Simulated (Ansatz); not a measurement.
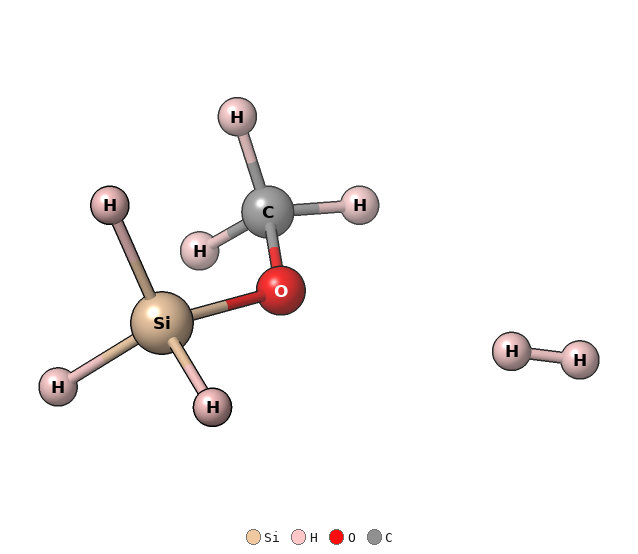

Distant atoms are faded towards the background colour. The geometry was computed by an optimisation with PBE0-D4/def2-TZVP.

**List the symmetry elements and name the point group.**

It has 1 mirror plane, so the point group is Cs. The group has 2 operations. The geometry is achiral, and symmetry allows a dipole moment.
